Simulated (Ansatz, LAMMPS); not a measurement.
# Elastic response of glassy CaAl2Si2O8 (117 atoms), part 4 of 4

How stiff is glassy CaAl2Si2O8 (117 atoms), and how do its levels respond to strain?

Ansatz 0.2.0; Kohn-Sham DFT, PBE, PAW (set soft_2), plane waves.

The cell: 18 Al, 9 Ca, 72 O and 18 Si. The quench rate of 20 K/ps is orders of magnitude faster than experiment. The network of bonds at the start is that of the classical potential that made the cell. Only the Γ point is sampled.

So far. Step 9 (Volume -10 %): The relaxation converged after 15 steps, 6.02 eV below its start, with a largest force component of 0.039 eV/Å. Step 9 (Volume -10 %): Volume -10 %: the energy stands 2.78 eV above that of the reference, at a pressure of 5.82 GPa.

## Step 10: Stretched by 1 % along x

The relaxed cell is strained along x alone, which gives the stiffness along x and its coupling to y and z.

The input, input.yaml:

```yaml
crystal:
  lattice:
    - [11.79214, -0.20959, 0.29714]
    - [-0.21169, 11.62315, 0.29121]
    - [0.30011, 0.29121, 11.68075]
  atoms:
    [... the 117 atom lines of step 4 ...]
kpoints:
  mp_grid: { grid: [1, 1, 1] }
hamiltonian:
  xc: pbe
scf:
  occupations: { method: gaussian, width: 0.05 }
output:
  forces: true
  eigenvalues: true
  stress: true
relax:
  f_tol: 0.05
  max_steps: 70
```

Run with:

```sh
$ ansatz run input.yaml --threads 4 --pin off --max-ram 8192MiB --backend cpu --events-out ev --progress --plain --runs-dir out
```

Numbers of over 12 decimals in the logs are rounded to 6 here.

The program printed:

```text
[...]
Crystal: 117 atoms, lattice volume = 1598.393 Å³
Basis set: ecut = 420 eV, 31273 PW (Γ), exchange–correlation on 160×160×160 points (8 copies of the dense FFT grid, shifted against one another)
Bands: 441, of which v1, the nominal top of the filled ones, is band 324 counted from 1 (323 counted from 0)
Symmetry: 1 space group operations
[...]
k-points: 1
[...]
SCF iter   1: F=—  HF=-78482.090561 eV  |F-HF|=—  |Δ(HF+E_count)|=         —  Δρ=1.89e-3  dr2=6.03e-2  ethr=1.77e-3  ⟨swp⟩=6.0  Hψ=1939  notcnv=0  defer=107
[...]
SCF iter   6: F=-78482.106879 eV  HF=-78482.106889 eV  |F-HF|=9.24e-6  |Δ(HF+E_count)|=   1.96e-5  Δρ=4.07e-5  dr2=2.34e-5  ethr=9.65e-9  ⟨swp⟩=17.0  Hψ=2946  notcnv=0
SCF 1 converged in 6 iterations: F = -78482.106879 eV  dr2 = 2.34e-5
[...]
relax step   1: F+E_penalty+E_count = -78482.10687942 eV  Δ(F+E_penalty+E_count) = +0.000e0 eV  max|allowed force component| = 4.482e-1 eV/Å  Δτ_max = 0.0000 Å  (6 SCF iters, dr2 threshold 6.25e-5 eV, accepted)
[...]
relax step   2: F+E_penalty+E_count = -78482.15328204 eV  Δ(F+E_penalty+E_count) = -4.640e-2 eV  max|allowed force component| = 2.652e-1 eV/Å  Δτ_max = 0.0254 Å  (5 SCF iters, dr2 threshold 1.26e-5 eV, accepted)
[...]
relax step   3: F+E_penalty+E_count = -78482.18059275 eV  Δ(F+E_penalty+E_count) = -2.731e-2 eV  max|allowed force component| = 7.126e-2 eV/Å  Δτ_max = 0.0219 Å  (6 SCF iters, dr2 threshold 4.40e-6 eV, accepted)
relax step   4: F+E_penalty+E_count = -78482.17213450 eV  Δ(F+E_penalty+E_count) = +8.458e-3 eV  max|allowed force component| = 1.237e-1 eV/Å  Δτ_max = 0.0708 Å  (9 SCF iters, rejected (line search))
[...]
relax step   5: F+E_penalty+E_count = -78482.18459976 eV  Δ(F+E_penalty+E_count) = -4.007e-3 eV  max|allowed force component| = 4.639e-2 eV/Å  Δτ_max = 0.0228 Å  (9 SCF iters, accepted)
SCF converged after 9 iterations
Free energy (F): -78482.184600 eV
[...]
Internal energy: -78482.184600 eV  (E = F + TS)
E sigma→0 (E₀):  -78482.184600 eV
Fermi energy:    5.641139 eV
[...]
--- Forces (eV/Å), atoms counted from 1 ---
  atom   1  Al    -0.00117694     0.00898294    -0.00918888
  atom   2  Al     0.00556510     0.00204397    -0.00840940
  atom   3  Al     0.01935621    -0.00844868     0.00744823
  atom   4  Al     0.01272985    -0.01562961    -0.00052279
  atom   5  Al     0.01288037     0.00707713     0.02343255
  atom   6  Al     0.00081065    -0.00012937     0.00987468
  atom   7  Al     0.00690659     0.00507400    -0.01327457
  atom   8  Al     0.00745854    -0.00778220    -0.00779708
  atom   9  Al    -0.01061839    -0.01984094    -0.00730937
  atom  10  Al    -0.00876029    -0.00378135     0.00703618
  atom  11  Al     0.01389877     0.00116792    -0.00186361
  atom  12  Al     0.01831911     0.00229316    -0.00201355
  atom  13  Al     0.00642187    -0.01655634    -0.00651447
  atom  14  Al    -0.00154309     0.00211013     0.00098565
[...]
atom 116  Si     0.00360291    -0.01305262     0.03491071
  atom 117  Si     0.00458477     0.02027014    -0.02173020
  max |Σ_I F_I| component: 1.56e-4 eV/Å
--- Stress (GPa, compression-positive) ---
       -1.177868      -0.052018       0.023389
       -0.052015      -0.455300       0.041455
        0.023391       0.041459      -0.420736
  P = ⅓ Tr σ = -0.6846 GPa (-6.846 kbar)
--- Band table (eV) ---
[...]
--- Relaxed structure (5 steps of the walk, 4 accepted, 0 SCFs on fresh bases) ---
  F+E_penalty+E_count = -78482.18459976 eV   max|allowed force component| = 4.639e-2 eV/Å
  atoms:
    - { symbol: Al, position: [0.343489, 0.990230, 0.943283] }
    - { symbol: Al, position: [0.843976, 0.966706, 0.071848] }
    - { symbol: Al, position: [0.620571, 0.852156, 0.414432] }
    - { symbol: Al, position: [0.307810, 0.237772, 0.300880] }
[...]
- { symbol: Si, position: [0.952970, 0.303795, 0.641822] }
```

Run time: 1.8 min. Hardware: 4 threads of Intel Xeon Platinum 8259CL at 2.50GHz (Skylake/Cascade Lake), shared host; peak memory 2.3 GiB; 6.4 min of CPU time.

The relaxation converged after 5 steps, 0.0777 eV below its start, with a largest force component of 0.046 eV/Å.

Stretched by 1 % along x: the energy stands 0.0544 eV above that of the reference, at a pressure of -0.685 GPa.

## Step 11: Compressed by 1 % along x

The relaxed cell is strained along x alone, which gives the stiffness along x and its coupling to y and z.

input.yaml, the sections that differ from step 10:

```yaml
crystal:
  lattice:
    - [11.55864, -0.20959, 0.29714]
    - [-0.20749, 11.62315, 0.29121]
    - [0.29417, 0.29121, 11.68075]
  atoms:
    [... the 117 atom lines of step 4 ...]
# kpoints, hamiltonian, scf, output, relax: as in step 10
```

The program printed:

```text
[...]
Crystal: 117 atoms, lattice volume = 1566.743 Å³
Basis set: ecut = 420 eV, 30633 PW (Γ), exchange–correlation on 160×160×160 points (8 copies of the dense FFT grid, shifted against one another)
Bands: 441, of which v1, the nominal top of the filled ones, is band 324 counted from 1 (323 counted from 0)
Symmetry: 1 space group operations
[...]
k-points: 1
[...]
SCF iter   1: F=—  HF=-78482.078123 eV  |F-HF|=—  |Δ(HF+E_count)|=         —  Δρ=1.93e-3  dr2=6.13e-2  ethr=1.77e-3  ⟨swp⟩=6.0  Hψ=1939  notcnv=0  defer=106
[...]
SCF iter   5: F=—  HF=-78482.095386 eV  |F-HF|=—  |Δ(HF+E_count)|=   7.78e-5  Δρ=7.94e-5  dr2=9.87e-5  ethr=5.81e-8  ⟨swp⟩=2.0  Hψ=661  notcnv=0  defer=110
SCF iter   6: F=-78482.095396 eV  HF=-78482.095405 eV  |F-HF|=9.24e-6  |Δ(HF+E_count)|=   1.94e-5  Δρ=4.13e-5  dr2=2.36e-5  ethr=9.65e-9  ⟨swp⟩=18.0  Hψ=2913  notcnv=0
SCF 1 converged in 6 iterations: F = -78482.095396 eV  dr2 = 2.36e-5
[...]
relax step   1: F+E_penalty+E_count = -78482.09539589 eV  Δ(F+E_penalty+E_count) = +0.000e0 eV  max|allowed force component| = 4.996e-1 eV/Å  Δτ_max = 0.0000 Å  (6 SCF iters, dr2 threshold 6.25e-5 eV, accepted)
[...]
relax step   2: F+E_penalty+E_count = -78482.14523982 eV  Δ(F+E_penalty+E_count) = -4.984e-2 eV  max|allowed force component| = 2.878e-1 eV/Å  Δτ_max = 0.0252 Å  (5 SCF iters, dr2 threshold 1.56e-5 eV, accepted)
[...]
relax step   3: F+E_penalty+E_count = -78482.17530041 eV  Δ(F+E_penalty+E_count) = -3.006e-2 eV  max|allowed force component| = 7.792e-2 eV/Å  Δτ_max = 0.0238 Å  (6 SCF iters, dr2 threshold 5.18e-6 eV, accepted)
relax step   4: F+E_penalty+E_count = -78482.17046972 eV  Δ(F+E_penalty+E_count) = +4.831e-3 eV  max|allowed force component| = 1.525e-1 eV/Å  Δτ_max = 0.0538 Å  (9 SCF iters, rejected (line search))
relax step   5: F+E_penalty+E_count = -78482.18031367 eV  Δ(F+E_penalty+E_count) = -5.013e-3 eV  max|allowed force component| = 6.378e-2 eV/Å  Δτ_max = 0.0261 Å  (9 SCF iters, accepted)
relax step   6: F+E_penalty+E_count = -78482.17563718 eV  Δ(F+E_penalty+E_count) = +4.676e-3 eV  max|allowed force component| = 1.052e-1 eV/Å  Δτ_max = 0.0842 Å  (9 SCF iters, rejected (line search))
relax step   7: F+E_penalty+E_count = -78482.18228569 eV  Δ(F+E_penalty+E_count) = -1.972e-3 eV  max|allowed force component| = 7.434e-2 eV/Å  Δτ_max = 0.0359 Å  (9 SCF iters, accepted)
relax step   8: F+E_penalty+E_count = -78482.18364652 eV  Δ(F+E_penalty+E_count) = -1.361e-3 eV  max|allowed force component| = 1.452e-2 eV/Å  Δτ_max = 0.0119 Å  (5 SCF iters, dr2 threshold 3.70e-6 eV, accepted)
[...]
relax step   9: F+E_penalty+E_count = -78482.18364701 eV  Δ(F+E_penalty+E_count) = -4.900e-7 eV  max|allowed force component| = 1.452e-2 eV/Å  Δτ_max = 0.0000 Å  (4 SCF iters, accepted)
SCF converged after 4 iterations
Free energy (F): -78482.183647 eV
[...]
Internal energy: -78482.183647 eV  (E = F + TS)
E sigma→0 (E₀):  -78482.183647 eV
Fermi energy:    5.858553 eV
[...]
Σ components = -78482.183647   (vs F -78482.183647, Δ=0.00e0)
--- Forces (eV/Å), atoms counted from 1 ---
  atom   1  Al     0.00540238     0.00151613     0.00186004
  atom   2  Al     0.00833498    -0.00482697     0.01179090
  atom   3  Al    -0.00248035    -0.00029154     0.00188286
  atom   4  Al    -0.00193057     0.00119579     0.00334527
[...]
atom 117  Si     0.00482497    -0.00562503     0.00167884
  max |Σ_I F_I| component: 1.33e-4 eV/Å
--- Stress (GPa, compression-positive) ---
        1.132738       0.027971      -0.017136
        0.027976       0.414446      -0.089835
       -0.017134      -0.089832       0.348888
  P = ⅓ Tr σ = 0.6320 GPa (6.320 kbar)
--- Band table (eV) ---
[...]
--- Relaxed structure (9 steps of the walk, 7 accepted, 0 SCFs on fresh bases) ---
  F+E_penalty+E_count = -78482.18364701 eV   max|allowed force component| = 1.452e-2 eV/Å
  atoms:
    - { symbol: Al, position: [0.343329, 0.991638, 0.944695] }
    - { symbol: Al, position: [0.844394, 0.967378, 0.072212] }
    - { symbol: Al, position: [0.615567, 0.852656, 0.413518] }
    - { symbol: Al, position: [0.310771, 0.232371, 0.302630] }
[...]
- { symbol: Si, position: [0.951874, 0.305351, 0.640143] }
```

Run time: 3.7 min. Hardware: 4 threads; peak memory 2.2 GiB.

The relaxation converged after 9 steps, 0.0883 eV below its start, with a largest force component of 0.015 eV/Å.

Compressed by 1 % along x: the energy stands 0.0554 eV above that of the reference, at a pressure of 0.632 GPa.

## Step 12: Sheared by 2 % in xy

A shear of the relaxed cell gives the modulus that volume changes can't reach.

input.yaml, the sections that differ from step 11:

```yaml
crystal:
  lattice:
    - [11.67329, -0.09284, 0.29714]
    - [-0.09336, 11.62105, 0.29121]
    - [0.30005, 0.29418, 11.68075]
  atoms:
    [... the 117 atom lines of step 4 ...]
# kpoints, hamiltonian, scf, output, relax: as in step 11
```

The program printed:

```text
[...]
Crystal: 117 atoms, lattice volume = 1582.409 Å³
Basis set: ecut = 420 eV, 30969 PW (Γ), exchange–correlation on 160×160×160 points (8 copies of the dense FFT grid, shifted against one another)
Bands: 441, of which v1, the nominal top of the filled ones, is band 324 counted from 1 (323 counted from 0)
Symmetry: 1 space group operations
[...]
k-points: 1
[...]
SCF iter   1: F=—  HF=-78482.032502 eV  |F-HF|=—  |Δ(HF+E_count)|=         —  Δρ=1.90e-3  dr2=6.05e-2  ethr=1.77e-3  ⟨swp⟩=6.0  Hψ=1937  notcnv=0  defer=107
[...]
SCF iter   5: F=—  HF=-78482.050081 eV  |F-HF|=—  |Δ(HF+E_count)|=   7.99e-5  Δρ=7.92e-5  dr2=9.90e-5  ethr=5.72e-8  ⟨swp⟩=2.0  Hψ=661  notcnv=0  defer=110
SCF iter   6: F=-78482.050091 eV  HF=-78482.050100 eV  |F-HF|=9.27e-6  |Δ(HF+E_count)|=   1.88e-5  Δρ=4.11e-5  dr2=2.37e-5  ethr=9.65e-9  ⟨swp⟩=17.0  Hψ=2946  notcnv=0
SCF 1 converged in 6 iterations: F = -78482.050091 eV  dr2 = 2.37e-5
[...]
relax step   1: F+E_penalty+E_count = -78482.05009103 eV  Δ(F+E_penalty+E_count) = +0.000e0 eV  max|allowed force component| = 4.733e-1 eV/Å  Δτ_max = 0.0000 Å  (6 SCF iters, dr2 threshold 6.25e-5 eV, accepted)
[...]
relax step   2: F+E_penalty+E_count = -78482.12428287 eV  Δ(F+E_penalty+E_count) = -7.419e-2 eV  max|allowed force component| = 3.229e-1 eV/Å  Δτ_max = 0.0265 Å  (5 SCF iters, dr2 threshold 1.40e-5 eV, accepted)
[...]
relax step   3: F+E_penalty+E_count = -78482.16227783 eV  Δ(F+E_penalty+E_count) = -3.799e-2 eV  max|allowed force component| = 7.764e-2 eV/Å  Δτ_max = 0.0229 Å  (6 SCF iters, dr2 threshold 6.52e-6 eV, accepted)
relax step   4: F+E_penalty+E_count = -78482.16123401 eV  Δ(F+E_penalty+E_count) = +1.044e-3 eV  max|allowed force component| = 1.200e-1 eV/Å  Δτ_max = 0.0297 Å  (7 SCF iters, rejected (line search))
[...]
relax step   5: F+E_penalty+E_count = -78482.16794327 eV  Δ(F+E_penalty+E_count) = -5.665e-3 eV  max|allowed force component| = 1.992e-2 eV/Å  Δτ_max = 0.0148 Å  (7 SCF iters, accepted)
SCF converged after 7 iterations
Free energy (F): -78482.167943 eV
[...]
Internal energy: -78482.167943 eV  (E = F + TS)
E sigma→0 (E₀):  -78482.167943 eV
Fermi energy:    5.756196 eV
[...]
Σ components = -78482.167943   (vs F -78482.167943, Δ=0.00e0)
--- Forces (eV/Å), atoms counted from 1 ---
  atom   1  Al    -0.01125780     0.01286369    -0.00488714
  atom   2  Al     0.00622101    -0.00139290    -0.00432968
  atom   3  Al    -0.00619597    -0.00138394     0.00318542
  atom   4  Al     0.00200442     0.00523056    -0.01317327
[...]
atom 117  Si     0.00520089     0.00297243    -0.00183088
  max |Σ_I F_I| component: 2.25e-4 eV/Å
--- Stress (GPa, compression-positive) ---
       -0.073531      -0.804309       0.055283
       -0.804306      -0.095179       0.051241
        0.055285       0.051245       0.039074
  P = ⅓ Tr σ = -0.0432 GPa (-0.432 kbar)
--- Band table (eV) ---
[...]
--- Relaxed structure (5 steps of the walk, 4 accepted, 0 SCFs on fresh bases) ---
  F+E_penalty+E_count = -78482.16794327 eV   max|allowed force component| = 1.992e-2 eV/Å
  atoms:
    - { symbol: Al, position: [0.343066, 0.991184, 0.942754] }
    - { symbol: Al, position: [0.843835, 0.965706, 0.071993] }
    - { symbol: Al, position: [0.619666, 0.852061, 0.414027] }
    - { symbol: Al, position: [0.310183, 0.236844, 0.301473] }
[...]
- { symbol: Si, position: [0.950026, 0.304476, 0.641391] }
```

Run time: 80 s. Hardware: 4 threads; peak memory 2.3 GiB.

The relaxation converged after 5 steps, 0.118 eV below its start, with a largest force component of 0.020 eV/Å.

Sheared by 2 % in xy: the energy stands 0.0711 eV above that of the reference, at a pressure of -0.0432 GPa.

## Step 13: Pressure against volume

Atoms are relaxed at each volume, in the scaled cell.

```csv
volume change (%),volume (Å³/atom),energy change (meV/atom),pressure (GPa),largest move on relaxing (Å),bonds,gap (eV)
-10,12.174,23.72,5.82,0.78,212,4.05
-6,12.715,7.05,3.55,1.18,207,4.13
-3,13.120,2.32,1.83,0.20,204,4.04
+0,13.526,0.00,0.00,-,200,3.91
+3,13.932,2.23,-1.79,0.12,199,3.77
+6,14.338,8.91,-3.43,0.23,197,3.64
```

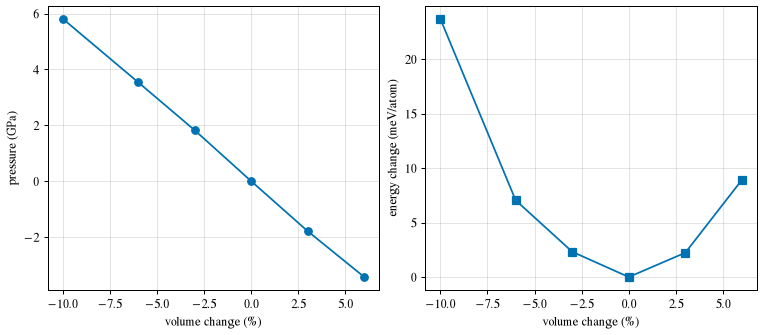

Pressure and energy against volume.

## Step 14: Uniaxial strain and shear

Stress (GPa, compression positive) less that of the relaxed cell, atoms relaxed:

```csv
strain,xx,yy,zz,xy,energy change (meV/atom)
stretched by 1 % along x,-1.187,-0.455,-0.423,-0.052,0.47
compressed by 1 % along x,1.124,0.415,0.347,0.028,0.47
sheared by 2 % in xy,-0.083,-0.095,0.037,-0.804,0.61
```

## Step 15: Findings

The bulk modulus, from the slope of pressure against ln V over the three points nearest the relaxed volume, is 60.3 GPa; between neighbouring points the slope runs 52, 55, 60, 61 and 57 GPa from the smallest volume up, without a steady fall, so no pressure derivative is given. The count of bonds runs from 197 to 212 over the series, so at some points contacts cross the cutoffs. At -10 % and -6 % some atom moved by over 0.5 Å on relaxing, so those points may sit in another local minimum. The gap goes from 4.05 eV at the smallest volume to 3.64 eV at the largest, -2.8 eV per unit of ln V by a straight line, not monotonically (lowest 3.64, highest 4.13 eV), on the run's k-points. In the Cartesian axes of the cell, finite differences give C11 = 116, C12 = 43.5, C13 = 38.5 and C66 = 40.2 GPa (the shear of 2 % is the engineering strain, εxy = 0.01). The mean of C11, C12 and C13, which equals the bulk modulus in a cubic or isotropic solid, is 65.8 GPa: it agrees with the bulk modulus within 10 %. For an isotropic solid C66 would equal (C11 − C12)/2 = 36.0 GPa; so small a sample needn't be isotropic, and C66 rests on one shear. With the bulk modulus and C66 as K and G, Young's modulus would be about 99 GPa and Poisson's ratio 0.23.

**Limits.** Strains are finite and relaxations stop at the force tolerance of the input, which can leave moduli too stiff; they are those of a static cell at zero temperature. Volumes are changed with the cell's shape held, so in an anisotropic solid the modulus lies over the one under free hydrostatic load. The program notes that the SCF threshold of the relaxations is loose for the stress.

The DFT runs together took 35 min of wall time.

[Logs are printed without paths, hosts, clocks, repeated set-up lines and the standing remarks that a program may print on its own settings, such as how far it seeks lower states.]

[Hosts, paths, dates, database ids (printed as entryN), source tags and the programs' standing remarks are cut or masked in the printed files.]
